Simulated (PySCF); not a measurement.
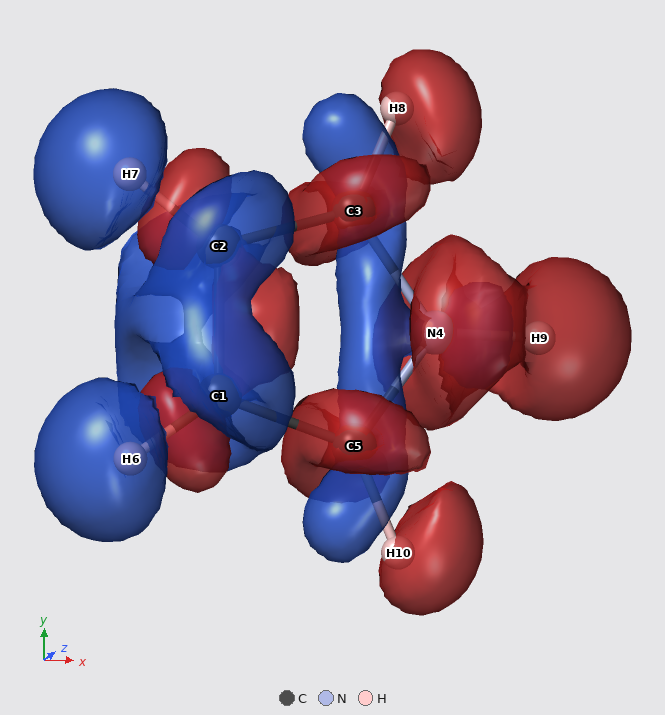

Figure 1: C4H5N, SMILES `c1cc[nH]c1`. Change of the electron density in a uniform field of 0.10 V/Å, surfaces at ±0.0008 e/Å³ (red: gain, blue: loss).

Computed with PySCF, BLYP/def2-SVP, geometry: GFN2-xTB. No frequency check shows the geometry to be a minimum. A basis without diffuse functions makes polarisabilities too small.

Geometry (Å), atoms numbered from 1:

```
C1      -0.9747   -0.7067    0.0000
C2      -0.9778    0.7025    0.0000
C3       0.3275    1.1091    0.0000
N4       1.1154    0.0023    0.0000
C5       0.3323   -1.1076    0.0000
H6      -1.8360   -1.3450    0.0000
H7      -1.8418    1.3371    0.0000
H8       0.7482    2.0954    0.0000
H9       2.1214    0.0045    0.0000
H10      0.7574   -2.0920    0.0000
```

> Along which Cartesian direction does the field point?

Along −x: electrons gather on the +x side, against the field.

> How large is the response?

The induced dipole is 0.27 D (along the field); α along this axis, from the fields in both directions, is 53 bohr³ (7.8 Å³).

> Which atoms gain and lose the most charge?

Electrons gather most on H9 (Hirshfeld charge changes by −0.004 e) and leave H6 and H7 alike most (+0.004 e); 0.025 electrons are displaced in all.
